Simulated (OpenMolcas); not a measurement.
**How basis sets differ on C3H9P (trimethylphosphine)**

The species is C3H9P (13 atoms), meant as a singlet with charge 0. As SMILES, `CP(C)C`. The shape is that of a PBE0-D4/def2-TZVP optimisation.

Each level gives the dipole moment (D). The values are calculated.

```tsv
level	kind	program	value (D)
HF/ANO-RCC-MB (DKH2)	Hartree–Fock	OpenMolcas	1.28
HF/ANO-XS-MB (DKH2)	Hartree–Fock	OpenMolcas	0.76
HF/3-21G	Hartree–Fock	OpenMolcas	1.28
HF/6-31G* (spherical functions)	Hartree–Fock	OpenMolcas	1.34
```

The values span 0.76 to 1.34 D. Magnitudes only. Sets without polarisation functions give poor dipoles.

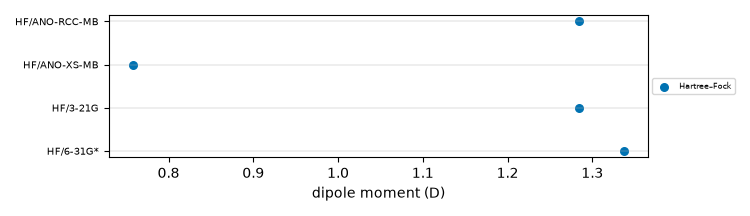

The values of the table, level by level.
